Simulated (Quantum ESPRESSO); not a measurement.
# BaZrO3 (Pm-3m): Raman and infrared activity, part 2 of 3

Wanted: vibrational spectra of BaZrO3 (Pm-3m) from linear and non-linear response.

Quantum ESPRESSO 8.0 development, patched; DFT LDA, scalar-relativistic, plane waves, PseudoDojo norm-conserving pseudopotentials.

So far. Step 2 (A probe with smearing): A gap of 3.1 eV opens on this mesh, so the crystal is taken as an insulator; the start stands at -4.9 GPa. Step 4 (Ground state): The cell stands at -0.029 GPa, close enough for phonons. The relaxed cell has a = 4.150 Å (conventional setting).

## Step 5: Linear response at Γ

At q = 0 one unit cell holds all displacements; symmetry groups them into irreducible representations that are solved one by one. The response to a field gives ε∞ and the Born charges, which polar modes need. Third-order response adds the Raman tensors.

Contents of ph.in:

```
phonons
&inputph
   prefix = 'x'
   outdir = './tmp'
   fildyn = 'g.dyn'
   tr2_ph = 1.0d-18
   epsil = .true.
   lraman = .true.
   elop = .true.
/
0.000000000000 0.000000000000 0.000000000000
```

Launch:

```
$ OMP_NUM_THREADS=1 mpirun -n 4 ph.x -nk 4 -in ph.in > ph.out
```

Log:

```text
[banners, grids, parts of the stress and lines that vanish by symmetry left out]
[banner, memory and clock lines left out]
Program PHONON v.8.0dev

[...]
(   1q-points):
[...]
Exchange-correlation= PW
                           (   1   4   0   0   0   0   0)
[...]
kinetic-energy cut-off    =      84.0000  Ry
     charge density cut-off    =     336.0000  Ry
     convergence threshold     =      1.0E-18
[...]
Exchange-correlation= PW
                           (   1   4   0   0   0   0   0)
[...]
q = (   0.0000000   0.0000000   0.0000000 )
     49 Sym.Ops. (with q -> -q+G )
     G cutoff =  523.3584  (  50181 G-vectors)     FFT grid: ( 45, 45, 45)
     number of k points=    20
[...]
Mode symmetry, O_h (m-3m)  point group:
[...]
Dielectric constant
[...]
End of electric fields calculation
          Dielectric constant in cartesian axis
          (       4.902136126       0.000000000       0.000000000 )
          (       0.000000000       4.902136126       0.000000000 )
          (       0.000000000       0.000000000       4.902136126 )
          Effective charges (d Force / dE) in cartesian axis without acoustic sum rule applied (asr)
           atom    1  Ba    Mean Z*:        2.73557
      Ex  (        2.73557        0.00000        0.00000 )
      Ey  (        0.00000        2.73557        0.00000 )
      Ez  (        0.00000        0.00000        2.73557 )
           atom    2  Zr    Mean Z*:        6.11425
      Ex  (        6.11425        0.00000        0.00000 )
      Ey  (        0.00000        6.11425        0.00000 )
      Ez  (        0.00000        0.00000        6.11425 )
           atom    3  O     Mean Z*:       -2.95318
      Ex  (       -4.80512        0.00000        0.00000 )
      Ey  (        0.00000       -2.02722        0.00000 )
      Ez  (        0.00000        0.00000       -2.02722 )
           atom    4  O     Mean Z*:       -2.95318
      Ex  (       -2.02722        0.00000        0.00000 )
      Ey  (        0.00000       -4.80512        0.00000 )
      Ez  (        0.00000        0.00000       -2.02722 )
           atom    5  O     Mean Z*:       -2.95318
      Ex  (       -2.02722        0.00000        0.00000 )
      Ey  (        0.00000       -2.02722        0.00000 )
      Ez  (        0.00000        0.00000       -4.80512 )
          Effective charges Sum: Mean:       -0.00972
[...]
Effective charges (d Force / dE) in cartesian axis with asr applied:
           atom    1  Ba    Mean Z*:        2.73752
[...]
atom    2  Zr    Mean Z*:        6.11620
[...]
atom    3  O     Mean Z*:       -2.95124
[...]
atom    4  O     Mean Z*:       -2.95124
[...]
atom    5  O     Mean Z*:       -2.95124
[...]
Dielectric constant from finite-differences
          (       4.902109857       0.000000000       0.000000000 )
          (       0.000000000       4.902109857       0.000000000 )
          (       0.000000000       0.000000000       4.902109857 )
[...]
(       0.000000000       0.000000000       0.000000000 )
          (       0.000000000       0.000000000       0.000000000 )
          (       0.000000000      -0.000000000       0.000000000 )
          (       0.000000000       0.000000000      -0.000000000 )
          (       0.000000000       0.000000000       0.000000000 )
          (       0.000000000       0.000000000       0.000000000 )
          (       0.000000000       0.000000000       0.000000000 )
          (       0.000000000       0.000000000       0.000000000 )
[...]
(       0.000000000       0.000000000       0.000000000 )
          (      -0.000000000       0.000000000       0.000000000 )
          (       0.000000000      -0.000000000       0.000000000 )
          (      -0.000000000       0.000000000       0.000000000 )
          (       0.000000000       0.000000000       0.000000000 )
[...]
Representation #   1 modes #   1   2   3
[...]
End of self-consistent calculation
     Convergence has been achieved
     Representation #   2 modes #   4   5   6
[...]
End of self-consistent calculation
     Convergence has been achieved
     Representation #   3 modes #   7   8   9
[...]
End of self-consistent calculation
     Convergence has been achieved
     Representation #   4 modes #  10  11  12
[...]
End of self-consistent calculation
     Convergence has been achieved
     Representation #   5 modes #  13  14  15
[...]
End of self-consistent calculation
     Convergence has been achieved
[...]
Dielectric constant in cartesian axis
          (       4.902136126       0.000000000       0.000000000 )
          (       0.000000000       4.902136126       0.000000000 )
          (       0.000000000       0.000000000       4.902136126 )
          Effective charges (d Force / dE) in cartesian axis without acoustic sum rule applied (asr)
           atom    1  Ba    Mean Z*:        2.73557
      Ex  (        2.73557        0.00000        0.00000 )
      Ey  (        0.00000        2.73557        0.00000 )
      Ez  (        0.00000        0.00000        2.73557 )
           atom    2  Zr    Mean Z*:        6.11425
      Ex  (        6.11425        0.00000        0.00000 )
      Ey  (        0.00000        6.11425        0.00000 )
      Ez  (        0.00000        0.00000        6.11425 )
           atom    3  O     Mean Z*:       -2.95318
      Ex  (       -4.80512        0.00000        0.00000 )
      Ey  (        0.00000       -2.02722        0.00000 )
      Ez  (        0.00000        0.00000       -2.02722 )
           atom    4  O     Mean Z*:       -2.95318
      Ex  (       -2.02722        0.00000        0.00000 )
      Ey  (        0.00000       -4.80512        0.00000 )
      Ez  (        0.00000        0.00000       -2.02722 )
           atom    5  O     Mean Z*:       -2.95318
      Ex  (       -2.02722        0.00000        0.00000 )
      Ey  (        0.00000       -2.02722        0.00000 )
      Ez  (        0.00000        0.00000       -4.80512 )
          Effective charges Sum: Mean:       -0.00972
[...]
Effective charges (d Force / dE) in cartesian axis with asr applied:
           atom    1  Ba    Mean Z*:        2.73752
[...]
atom    2  Zr    Mean Z*:        6.11620
[...]
atom    3  O     Mean Z*:       -2.95124
[...]
atom    4  O     Mean Z*:       -2.95124
[...]
atom    5  O     Mean Z*:       -2.95124
[...]
q = (    0.000000000   0.000000000   0.000000000 )
[...]
freq (    1) =       0.017541 [THz] =       0.585116 [cm-1]
     freq (    2) =       0.017541 [THz] =       0.585116 [cm-1]
     freq (    3) =       0.017541 [THz] =       0.585116 [cm-1]
     freq (    4) =       2.917684 [THz] =      97.323469 [cm-1]
     freq (    5) =       2.917684 [THz] =      97.323469 [cm-1]
     freq (    6) =       2.917684 [THz] =      97.323469 [cm-1]
     freq (    7) =       5.166994 [THz] =     172.352372 [cm-1]
     freq (    8) =       5.166994 [THz] =     172.352372 [cm-1]
     freq (    9) =       5.166994 [THz] =     172.352372 [cm-1]
     freq (   10) =       5.816674 [THz] =     194.023354 [cm-1]
     freq (   11) =       5.816674 [THz] =     194.023354 [cm-1]
     freq (   12) =       5.816674 [THz] =     194.023354 [cm-1]
     freq (   13) =      15.724942 [THz] =     524.527615 [cm-1]
     freq (   14) =      15.724942 [THz] =     524.527615 [cm-1]
     freq (   15) =      15.724942 [THz] =     524.527615 [cm-1]
[...]
Mode symmetry, O_h (m-3m)  point group:
     freq (   1-   3) =          0.6  [cm-1]   --> T_1u G_15  G_4- I
     freq (   4-   6) =         97.3  [cm-1]   --> T_1u G_15  G_4- I
     freq (   7-   9) =        172.4  [cm-1]   --> T_2u G_25  G_5-
     freq (  10-  12) =        194.0  [cm-1]   --> T_1u G_15  G_4- I
     freq (  13-  15) =        524.5  [cm-1]   --> T_1u G_15  G_4- I
```

Elapsed: 26 min, on 4 MPI ranks of Intel Xeon at 2.70GHz, shared host.

This step gave:

- miss of the charge sum rule: 0.009740 e
- largest acoustic frequency at the zone centre before the sum rule: 0.59 cm⁻¹
- highest optical zone-centre mode (no LO-TO term): 524.5 cm⁻¹
- lowest optical zone-centre mode: 97.32 cm⁻¹
- mean high-frequency dielectric constant: 4.902
- largest Born charge in size (third of the trace): 6.114 e

Born charge (rows field, columns displacement), before the sum rule (e), principal values of the symmetric part by kind of site:

```tsv
atom	atoms with these values	low	middle	high	mean
Ba1	1	2.74	2.74	2.74	2.74
Zr2	1	6.11	6.11	6.11	6.11
O3	3	-4.81	-2.03	-2.03	-2.95
```

In full for O3:

```
-4.81  0.00  0.00
 0.00 -2.03  0.00
 0.00  0.00 -2.03
```

High-frequency dielectric tensor:

```
4.90 0.00 0.00
0.00 4.90 0.00
0.00 0.00 4.90
```

The acoustic modes at Γ come out as far as 0.6 cm⁻¹ from zero, where they should vanish, a small numerical error; the Born charges miss their sum rule by 0.0097 e, which is good.

## Step 6: Modes with the sum rule

A rigid shift of the crystal must cost nothing, but grids and finite bases break this; the acoustic sum rule is imposed before the matrix is diagonalised again. With Born charges the intensities follow, and the static dielectric tensor.

Contents of dynmat.in:

```
&input
   fildyn = 'g.dyn'
   asr = 'simple'
   fileig = 'dynmat.eig'
   lperm = .true.
/
```

Launch:

```
$ dynmat.x -in dynmat.in > dynmat.out
```

Log:

```text
[banner, memory and clock lines left out]
Program DYNMAT v.8.0dev

     Reading Dynamical Matrix from file g.dyn
     ...Force constants read
     ...epsilon and Z* read
     ...Raman cross sections read
     A direction for q was not specified:TO-LO splitting will be absent

     Polarizability (A^3 units)
     multiply by 0.434648 for Clausius-Mossotti correction (not under assume_isolated = 'mt')
        22.188372    0.000000    0.000000
         0.000000   22.188372    0.000000
         0.000000    0.000000   22.188372

     IR activities are in (D/A)^2/amu units

# mode   [cm-1]    [THz]      IR
    1     -0.00   -0.0000    0.0000
    2     -0.00   -0.0000    0.0000
    3      0.00    0.0000    0.0000
    4     97.31    2.9174   12.9331
    5     97.31    2.9174   12.9331
    6     97.31    2.9174   12.9331
    7    172.34    5.1666    0.0000
    8    172.34    5.1666    0.0000
    9    172.34    5.1666    0.0000
   10    194.02    5.8166   20.7017
   11    194.02    5.8166   20.7017
   12    194.02    5.8166   20.7017
   13    524.53   15.7250   22.1830
   14    524.53   15.7250   22.1830
   15    524.53   15.7250   22.1830

Electronic dielectric permittivity tensor (relative, adimensional)
         4.902136    0.000000    0.000000
         0.000000    4.902136    0.000000
         0.000000    0.000000    4.902136

 ... with zone-center polar mode contributions
        64.486884    0.000000    0.000000
         0.000000   64.486884    0.000000
         0.000000    0.000000   64.486884

[end of the log left out, with the tail of the file of modes that dynmat.x writes under the same name]
```

Wall time 0.66 s (1 thread).

This step gave:

```
lowest optical zone-centre mode : 97.31 cm⁻¹
mean static dielectric constant : 64.49
```

Unit eigenvectors of the mass-weighted matrix after the sum rule; no LO-TO term. Modes at Γ, with each element's share of the kinetic energy:

```tsv
mode	frequency (cm⁻¹)	symmetry	Ba %	Zr %	O %
1	0.0	acoustic	50	33	17
2	0.0	acoustic	50	33	17
3	0.0	acoustic	50	33	17
4	97.3	T1u	42	9	49
5	97.3	T1u	42	9	49
6	97.3	T1u	42	9	49
7	172.3	T2u	0	0	100
8	172.3	T2u	0	0	100
9	172.3	T2u	0	0	100
10	194.0	T1u	8	56	36
11	194.0	T1u	8	56	36
12	194.0	T1u	8	56	36
13	524.5	T1u	0	2	97
14	524.5	T1u	0	2	97
15	524.5	T1u	0	2	97
```

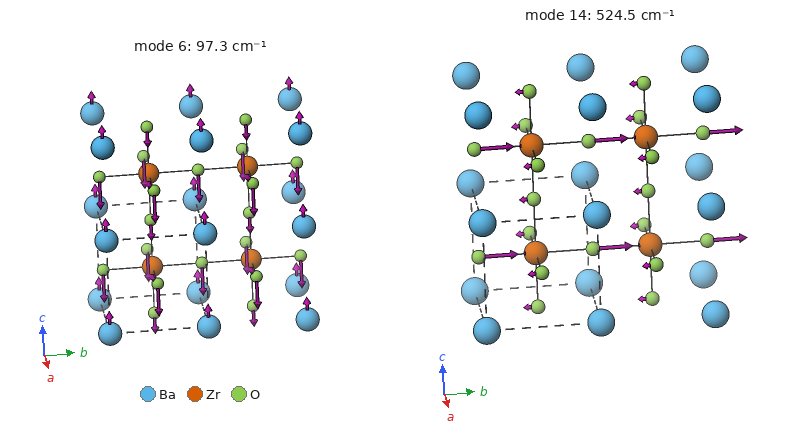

Displacement patterns of modes 6 and 14 at Γ; arrows are exaggerated. 1×2×2 cells are drawn. Some periodic images of atoms are drawn too.

Degenerate modes summed, no LO-TO term. Infrared lines, with heights relative to the strongest:

```tsv
position (cm⁻¹)	lines merged	label	IR intensity, relative
97	3	T1u	58
172	3	T2u	0.0
194	3	T1u	93
525	3	T1u	100
```

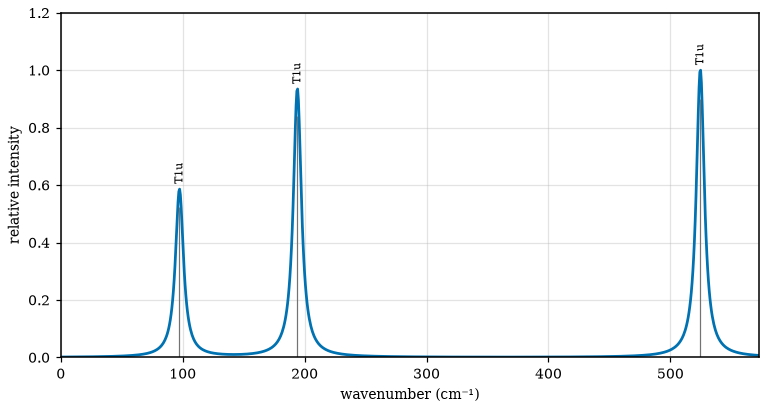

The infrared spectrum, broadened with Lorentzians of width 8 cm⁻¹; bars mark the lines.

Static dielectric tensor (ions relaxed, fixed cell):

```
64.49  0.00  0.00
 0.00 64.49  0.00
 0.00  0.00 64.49
```

The rule moves no optical mode by more than 0.1 cm⁻¹.

## Step 7: Sum rules set otherwise (asr crystal)

The rule can be imposed in more than one way; the choices should agree where the raw error is small.

Contents of dynmat.in:

```
&input
   fildyn = 'g.dyn'
   asr = 'crystal'
   fileig = 'dynmat.eig'
   lperm = .true.
/
```

Launch:

```
$ dynmat.x -in dynmat.in > dynmat.out
```

Log:

```text
[banner, memory and clock lines left out]
Program DYNMAT v.8.0dev

     Reading Dynamical Matrix from file g.dyn
     ...Force constants read
     ...epsilon and Z* read
     ...Raman cross sections read
     Acoustic Sum Rule: || Z*(ASR) - Z*(orig)|| =    7.532344E-03
     Acoustic Sum Rule: ||dyn(ASR) - dyn(orig)||=    1.521256E-05
     A direction for q was not specified:TO-LO splitting will be absent

     Polarizability (A^3 units)
     multiply by 0.434648 for Clausius-Mossotti correction (not under assume_isolated = 'mt')
        22.188372    0.000000    0.000000
         0.000000   22.188372    0.000000
         0.000000    0.000000   22.188372

     IR activities are in (D/A)^2/amu units

# mode   [cm-1]    [THz]      IR
    1     -0.00   -0.0000    0.0000
    2     -0.00   -0.0000    0.0000
    3      0.00    0.0000    0.0000
    4     97.32    2.9177   12.9327
    5     97.32    2.9177   12.9327
    6     97.32    2.9177   12.9327
    7    172.35    5.1670    0.0000
    8    172.35    5.1670    0.0000
    9    172.35    5.1670    0.0000
   10    194.02    5.8165   20.7024
   11    194.02    5.8165   20.7024
   12    194.02    5.8165   20.7024
   13    524.53   15.7250   22.1827
   14    524.53   15.7250   22.1827
   15    524.53   15.7250   22.1827

Electronic dielectric permittivity tensor (relative, adimensional)
         4.902136    0.000000    0.000000
         0.000000    4.902136    0.000000
         0.000000    0.000000    4.902136

 ... with zone-center polar mode contributions
        64.479173    0.000000   -0.000000
         0.000000   64.479173   -0.000000
        -0.000000   -0.000000   64.479173

[end of the log left out, with the tail of the file of modes that dynmat.x writes under the same name]
```

Run time: 0.66 s. Hardware: 1 thread.

This step gave:

* lowest optical zone-centre mode: 97.32 cm⁻¹
* mean static dielectric constant: 64.48

Zone-centre frequencies as printed; negative means imaginary. Modes:

```tsv
mode	frequency (cm⁻¹)
1	0
2	0
3	0
4	97.32
5	97.32
6	97.32
7	172.3
8	172.3
9	172.3
10	194
11	194
12	194
13	524.5
14	524.5
15	524.5
```

Against the first rule no mode moves by more than 0.1 cm⁻¹.

(Continued in part 3 of 3.)

[Host names and launcher messages were left out of these logs when they were recorded.]

[Logs are printed without paths, hosts, clocks, repeated set-up lines and the standing remarks that a program may print on its own settings, such as how far it seeks lower states.]

[Hosts, paths, dates, database ids (printed as entryN), source tags and the programs' standing remarks are cut or masked in the printed files.]
